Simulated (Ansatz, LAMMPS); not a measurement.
# F in place of O at several sites of amorphous TiO2 (84 atoms)

Aim: make F in place of O at several sites of amorphous TiO2 (84 atoms), relax each, and compare their energies.

Method: Kohn-Sham DFT, LDA, PAW (set soft_1), plane waves, in Ansatz 0.2.0.

## 1. The structure

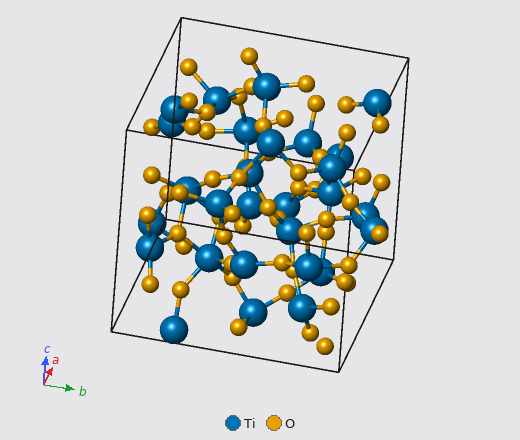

The cell as given, from a free direction (titanium blue, oxygen orange). Bonds to atoms that aren't drawn are left out. Some periodic images of atoms are drawn too.

The cell holds 84 atoms: 28 Ti and 56 O. Its edges and angles: a = 10.458 Å, b = 10.458 Å, c = 10.458 Å, α = 90.0°, β = 90.0°, γ = 90.0°. 84 atoms (28 Ti, 56 O) placed at random at 3.55 g/cm³, melted at 5000 K for 10 ps at fixed volume with the Morse and Coulomb pair potential with partial charges (Pedone, Malavasi, Menziani, Cormack and Segre, J. Phys. Chem. B 110, 11780 (2006)). Quenched from 5000 K to 300 K at 10 K/ps and fixed volume, held 10 ps at zero pressure.

What the set-up can't give: The quench rate of 10 K/ps is orders of magnitude faster than experiment, which tends to freeze in extra defects. The starting topology of bonds comes from the classical model, and needn't be the one that DFT or experiment would give. Sampling is at Γ alone, for a cell whose shortest periodic width is 10 Å.

## 2. Single point at the start

The forces at the start show how far the geometry lies from a minimum of this functional.

Contents of input.yaml:

```yaml
crystal:
  lattice:
    - [10.45772, 0.0, 0.0]
    - [0.0, 10.45772, 0.0]
    - [0.0, 0.0, 10.45772]
  atoms:
    - { symbol: Ti, position: [0.18152, 0.85292, 0.36673] }
    - { symbol: Ti, position: [0.39905, 0.20333, 0.51853] }
    - { symbol: Ti, position: [0.39555, 0.06116, 0.20822] }
    - { symbol: Ti, position: [0.64907, 0.94877, 0.9627] }
    - { symbol: Ti, position: [0.80441, 0.26299, 0.24014] }
    - { symbol: Ti, position: [0.04387, 0.70808, 0.74034] }
    - { symbol: Ti, position: [0.07916, 0.5936, 0.17082] }
    - { symbol: Ti, position: [0.08079, 0.1255, 0.51742] }
    - { symbol: Ti, position: [0.88162, 0.41809, 0.80617] }
    - { symbol: Ti, position: [0.26162, 0.34792, 0.28988] }
    - { symbol: Ti, position: [0.1076, 0.91155, 0.98653] }
    - { symbol: Ti, position: [0.31999, 0.46015, 0.90966] }
    - { symbol: Ti, position: [0.27374, 0.50786, 0.57715] }
    - { symbol: Ti, position: [0.07898, 0.25581, 0.01686] }
    - { symbol: Ti, position: [0.47727, 0.64742, 0.36399] }
    - { symbol: Ti, position: [0.7806, 0.67964, 0.02213] }
    - { symbol: Ti, position: [0.61369, 0.25975, 0.85655] }
    - { symbol: Ti, position: [0.58186, 0.94824, 0.43837] }
    - { symbol: Ti, position: [0.9747, 0.43488, 0.47929] }
    - { symbol: Ti, position: [0.54543, 0.44532, 0.11794] }
    - { symbol: Ti, position: [0.31523, 0.13257, 0.88597] }
    - { symbol: Ti, position: [0.38918, 0.74198, 0.04976] }
    - { symbol: Ti, position: [0.86112, 0.73204, 0.47748] }
    - { symbol: Ti, position: [0.86521, 0.93491, 0.20774] }
    - { symbol: Ti, position: [0.78645, 0.04519, 0.67247] }
    - { symbol: Ti, position: [0.63144, 0.66415, 0.71595] }
    - { symbol: Ti, position: [0.33463, 0.84226, 0.67456] }
    - { symbol: Ti, position: [0.65859, 0.41488, 0.50228] }
    - { symbol: O, position: [0.71886, 0.97899, 0.53628] }
    - { symbol: O, position: [0.7424, 0.70292, 0.59184] }
    - { symbol: O, position: [0.9285, 0.30196, 0.12861] }
    - { symbol: O, position: [0.98989, 0.31024, 0.87602] }
    - { symbol: O, position: [0.36993, 0.07977, 0.04576] }
    - { symbol: O, position: [0.63935, 0.12105, 0.97924] }
    - { symbol: O, position: [0.58778, 0.52304, 0.39362] }
    - { symbol: O, position: [0.54631, 0.01074, 0.27612] }
    - { symbol: O, position: [0.10676, 0.51397, 0.56908] }
    - { symbol: O, position: [0.13435, 0.4822, 0.29158] }
    - { symbol: O, position: [0.07795, 0.99207, 0.39758] }
    - { symbol: O, position: [0.72619, 0.66783, 0.86104] }
    - { symbol: O, position: [0.2183, 0.7229, 0.73742] }
    - { symbol: O, position: [0.45731, 0.19333, 0.80084] }
    - { symbol: O, position: [0.95908, 0.57299, 0.80961] }
    - { symbol: O, position: [0.35268, 0.18586, 0.32793] }
    - { symbol: O, position: [0.2998, 0.93726, 0.26918] }
    - { symbol: O, position: [0.11894, 0.72684, 0.27193] }
    - { symbol: O, position: [0.49332, 0.76821, 0.70532] }
    - { symbol: O, position: [0.31152, 0.97647, 0.79278] }
    - { symbol: O, position: [0.45993, 0.03249, 0.52676] }
    - { symbol: O, position: [0.92798, 0.63019, 0.09874] }
    - { symbol: O, position: [0.02284, 0.83333, 0.85965] }
    - { symbol: O, position: [0.79519, 0.34643, 0.39144] }
    - { symbol: O, position: [0.86411, 0.41898, 0.62193] }
    - { symbol: O, position: [0.30805, 0.37336, 0.47079] }
    - { symbol: O, position: [0.90476, 0.57881, 0.40064] }
    - { symbol: O, position: [0.12654, 0.08416, 0.9595] }
    - { symbol: O, position: [0.82704, 0.08645, 0.24493] }
    - { symbol: O, position: [0.24762, 0.29967, 0.91655] }
    - { symbol: O, position: [0.24081, 0.81581, 0.02423] }
    - { symbol: O, position: [0.5503, 0.28078, 0.50622] }
    - { symbol: O, position: [0.36148, 0.61555, 0.48105] }
    - { symbol: O, position: [0.98487, 0.76024, 0.59052] }
    - { symbol: O, position: [0.65044, 0.58885, 0.09868] }
    - { symbol: O, position: [0.41863, 0.68798, 0.21037] }
    - { symbol: O, position: [0.1801, 0.25157, 0.15836] }
    - { symbol: O, position: [0.49867, 0.37641, 0.96375] }
    - { symbol: O, position: [0.52588, 0.83964, 0.00049] }
    - { symbol: O, position: [0.23895, 0.15276, 0.58417] }
    - { symbol: O, position: [0.61017, 0.5013, 0.64936] }
    - { symbol: O, position: [0.95622, 0.07094, 0.62357] }
    - { symbol: O, position: [0.2597, 0.84656, 0.52036] }
    - { symbol: O, position: [0.72155, 0.19945, 0.72562] }
    - { symbol: O, position: [0.397, 0.60295, 0.9567] }
    - { symbol: O, position: [0.39494, 0.42386, 0.20223] }
    - { symbol: O, position: [0.16487, 0.51792, 0.03452] }
    - { symbol: O, position: [0.85617, 0.82339, 0.3305] }
    - { symbol: O, position: [0.76994, 0.85481, 0.07198] }
    - { symbol: O, position: [0.73334, 0.95285, 0.80864] }
    - { symbol: O, position: [0.65104, 0.32719, 0.17754] }
    - { symbol: O, position: [0.31486, 0.46657, 0.73411] }
    - { symbol: O, position: [0.00365, 0.93156, 0.11316] }
    - { symbol: O, position: [0.56193, 0.78437, 0.40192] }
    - { symbol: O, position: [0.73618, 0.38381, 0.88281] }
    - { symbol: O, position: [0.04563, 0.27806, 0.45542] }
kpoints:
  mp_grid: { grid: [1, 1, 1] }
hamiltonian:
  xc: lda
  pseudopotentials: { kind: paw, azcp: { folder: soft_1 }, xc_functional: pbe }
scf:
  occupations: { method: fixed }
output:
  forces: true
```

On the command line:

```
ansatz run input.yaml --threads 4 --pin off --max-ram 8192MiB --backend cpu --events-out ev --progress --plain --runs-dir out
```

Numbers of over 12 decimals in the logs are rounded to 6 here.

Log:

```text
Engine: ansatz 0.2.0, x86_64-unknown-linux-gnu
Pseudopotentials: kind: paw
Pseudopotential: Ti, paw, valence charge 12, recommended cutoff 420 eV (normal), soft_1/Ti.paw.azcp
Pseudopotential: O, paw, valence charge 6, recommended cutoff 420 eV (normal), soft_1/O.paw.azcp
Functional definition: SPW92
  exchange = slater_x
  correlation = pw_c
Crystal: 84 atoms, lattice volume = 1143.697 Å³
Basis set: ecut = 420 eV, 22335 PW (Γ)
Bands: 420, of which v1, the nominal top of the filled ones, is band 336 counted from 1 (335 counted from 0)
Symmetry: 1 space group operations
Space group: P1 (ITA 1), of the structure as read, at distance tolerance 1.0e-4 Å
k-points: 1
Non-local potential: Ti, projectors of the file, l = 0: 3, l = 1: 2, l = 2: 3, l = 3: 1
Non-local potential: O, projectors of the file, l = 0: 2, l = 1: 2, l = 2: 1
PAW form: soft (Blöchl's): semilocal exchange-correlation on the pseudo side does not see the compensation charge
PAW frozen core: Ti, regenerated for the run's functional, and the local potential with it (the file was generated under x = pbe(κ = 0.804, μ = 0.219515), c = pbe(β = 0.066725))
PAW frozen core: O, regenerated for the run's functional, and the local potential with it (the file was generated under x = pbe(κ = 0.804, μ = 0.219515), c = pbe(β = 0.066725))
PAW one-centre angular grid: Ti, 590 points (default); XC on 64 Gauss nodes
PAW one-centre angular grid: O, 110 points (default); XC on 64 Gauss nodes
Initial density: superposition of atomic densities (chi_scale 0.1, normalization cell, long waves kept (reshape's long-wave potential 0.07 eV rms))
Initial wavefunctions: pseudopotential atomic-orbital guess
Functional: x = slater, c = lda
SCF iter   1: F=—  HF=-99816.438700 eV  |F-HF|=—  |Δ(HF+E_count)|=         —  Δρ=5.69e-2  dr2=4.61e1  ethr=3.10e-3  ⟨swp⟩=3.0  Hψ=1140  notcnv=0  defer=77
preconditioner: auto → Resta (q_TF=auto, 2.497 Å⁻¹)  ε∞=6.9  [insulator: Δε(μ)=2.234 eV  Ē_g=9.598 eV  n_scr=304 (ndim 8)  ℏωp=23.2 eV  f_vac=0.024  ε∞_Penn≈6.9]
SCF iter   2: F=—  HF=-99806.446885 eV  |F-HF|=—  |Δ(HF+E_count)|=    9.99e0  Δρ=3.15e-2  dr2=1.44e1  ethr=3.10e-3  ⟨swp⟩=2.0  Hψ=682  notcnv=0  defer=74
SCF iter   3: F=—  HF=-99803.468049 eV  |F-HF|=—  |Δ(HF+E_count)|=    2.98e0  Δρ=2.53e-2  dr2=8.21e0  ethr=2.14e-3  ⟨swp⟩=3.0  Hψ=998  notcnv=0  defer=78
SCF iter   4: F=—  HF=-99802.142639 eV  |F-HF|=—  |Δ(HF+E_count)|=    1.33e0  Δρ=7.71e-3  dr2=8.51e-1  ethr=1.22e-3  ⟨swp⟩=3.0  Hψ=628  notcnv=0  defer=79
SCF iter   5: F=—  HF=-99802.085254 eV  |F-HF|=—  |Δ(HF+E_count)|=   5.74e-2  Δρ=4.43e-3  dr2=2.58e-1  ethr=1.27e-4  ⟨swp⟩=3.0  Hψ=622  notcnv=0  defer=81
SCF iter   6: F=—  HF=-99802.069561 eV  |F-HF|=—  |Δ(HF+E_count)|=   1.57e-2  Δρ=1.68e-3  dr2=4.38e-2  ethr=3.83e-5  ⟨swp⟩=3.0  Hψ=518  notcnv=0  defer=82
SCF iter   7: F=—  HF=-99802.077980 eV  |F-HF|=—  |Δ(HF+E_count)|=   8.42e-3  Δρ=1.18e-3  dr2=1.95e-2  ethr=6.51e-6  ⟨swp⟩=3.0  Hψ=571  notcnv=0  defer=82
SCF iter   8: F=—  HF=-99802.077802 eV  |F-HF|=—  |Δ(HF+E_count)|=   1.79e-4  Δρ=4.08e-4  dr2=2.63e-3  ethr=2.90e-6  ⟨swp⟩=2.0  Hψ=568  notcnv=0  defer=82
SCF iter   9: F=—  HF=-99802.078205 eV  |F-HF|=—  |Δ(HF+E_count)|=   4.04e-4  Δρ=2.39e-4  dr2=9.06e-4  ethr=3.92e-7  ⟨swp⟩=2.0  Hψ=516  notcnv=0  defer=82
SCF iter  10: F=—  HF=-99802.078298 eV  |F-HF|=—  |Δ(HF+E_count)|=   9.29e-5  Δρ=1.29e-4  dr2=2.52e-4  ethr=1.35e-7  ⟨swp⟩=2.0  Hψ=514  notcnv=0  defer=81
SCF iter  11: F=—  HF=-99802.078331 eV  |F-HF|=—  |Δ(HF+E_count)|=   3.25e-5  Δρ=7.86e-5  dr2=8.28e-5  ethr=3.75e-8  ⟨swp⟩=2.0  Hψ=514  notcnv=0  defer=77
SCF iter  12: F=—  HF=-99802.080423 eV  |F-HF|=—  |Δ(HF+E_count)|=   2.09e-3  Δρ=2.65e-5  dr2=1.22e-5  ethr=1.23e-8  ⟨swp⟩=2.0  Hψ=589  notcnv=0  defer=78
SCF iter  13: F=—  HF=-99802.080424 eV  |F-HF|=—  |Δ(HF+E_count)|=   1.50e-6  Δρ=1.71e-5  dr2=4.56e-6  ethr=1.81e-9  ⟨swp⟩=2.0  Hψ=514  notcnv=0  defer=78
SCF iter  14: F=—  HF=-99802.080424 eV  |F-HF|=—  |Δ(HF+E_count)|=   5.04e-8  Δρ=9.42e-6  dr2=1.29e-6  ethr=6.78e-10  ⟨swp⟩=2.0  Hψ=524  notcnv=0  defer=78
SCF iter  15: F=—  HF=-99802.080424 eV  |F-HF|=—  |Δ(HF+E_count)|=   1.99e-8  Δρ=6.52e-6  dr2=5.75e-7  ethr=1.91e-10  ⟨swp⟩=2.0  Hψ=665  notcnv=0  defer=78
SCF iter  16: F=—  HF=-99802.080424 eV  |F-HF|=—  |Δ(HF+E_count)|=   2.32e-8  Δρ=2.76e-6  dr2=1.09e-7  ethr=8.56e-11  ⟨swp⟩=2.0  Hψ=515  notcnv=0  defer=78
SCF iter  17: F=-99802.080424 eV  HF=-99802.080424 eV  |F-HF|=1.63e-8  |Δ(HF+E_count)|=   2.33e-9  Δρ=1.67e-6  dr2=4.24e-8  ethr=1.49e-11  ⟨swp⟩=4.0  Hψ=1263  notcnv=0
SCF 1 converged in 17 iterations: F = -99802.080424 eV  dr2 = 4.24e-8
  greatest PAW one-centre occupation: 0.998 electrons in one spin orbital (limit 2), on the Ti atom at site 21 (counted from 0), in its partial waves of l = 0
SCF converged after 17 iterations
Free energy (F): -99802.080424 eV
Harris-Foulkes:  -99802.080424 eV  (|F-HF|=1.63e-8)
Internal energy: -99802.080424 eV  (E = F + TS)
E sigma→0 (E₀):  -99802.080424 eV
Fermi energy:    4.749821 eV
--- Per-component energies (eV) ---
  E_band       = -7902.725709
  E_kinetic    = 17171.176601
  E_local      = -59702.226725  (includes V_loc(G=0)·N_el)
  E_nonlocal   = 4800.740985
  E_hartree    = 23120.123810
  E_xc         = -7139.909095
  E_vxc        = -9095.866703  (∫ρ·V_xc dr)
  E_paw        = -36282.329998  (= ΣΔE_a)
  E_vpaw       = -7316.834465  (= ΣTr[D̂ρ^β])
  E_aug_tail   = 0.041626  (compensation charges beyond the density's cutoff)
  E_ewald      = -41784.251850
  E_core_change = 14.554221  (= ΣΔE_core)
  E_smearing   = -0.000000  (= −TS)
  E_closure    = 0.000000  (closes the sum)
  Σ components = -99802.080424   (vs F -99802.080424, Δ=0.00e0)
--- Forces (eV/Å), atoms counted from 1 ---
  atom   1  Ti     0.12404549     2.80390005     0.28777808
  atom   2  Ti    -2.02133329    -1.63356730    -1.57383597
  atom   3  Ti     0.13098447     0.16757810     2.80906723
  atom   4  Ti     1.75434471     1.39197261    -0.56112536
  atom   5  Ti     0.07703202     0.75636507    -1.58321287
  atom   6  Ti     0.65534326    -0.15805237     1.31386093
  atom   7  Ti     1.61671835    -1.85397439    -0.92768315
  atom   8  Ti     0.32891878    -1.86856516     0.20990204
  atom   9  Ti     0.33366527    -0.06434151    -2.16297957
  atom  10  Ti    -0.40994091     0.77516006    -1.66098048
  atom  11  Ti    -0.11386892     1.01131639    -1.90280659
  atom  12  Ti    -1.02049111    -0.99229527     0.04104576
  atom  13  Ti    -0.40015936    -0.83897336    -0.53923813
  atom  14  Ti     0.51642369    -0.41385161     0.78469764
[...]
atom  83  O     -0.62976058     0.66620842     0.66345957
  atom  84  O      0.02720492     0.09533603    -1.03254605
  max |Σ_I F_I| component: 9.98e-5 eV/Å
```

The job ended after 22 s (4 threads of Intel Xeon Platinum 8488C (Sapphire Rapids), shared host; peak memory 1.5 GiB; 58 s of CPU time).

The column dr2 measures how far the density is from self-consistency, as an energy; F and HF (Harris–Foulkes) agree once it is small.

The r.m.s. force at the start is 0.89 eV/Å.

(Part 1 of 3 ends here.)

[Logs are printed without paths, hosts, clocks, repeated set-up lines and the standing remarks that a program may print on its own settings, such as how far it seeks lower states.]

[Hosts, paths, dates, database ids (printed as entryN), source tags and the programs' standing remarks are cut or masked in the printed files.]
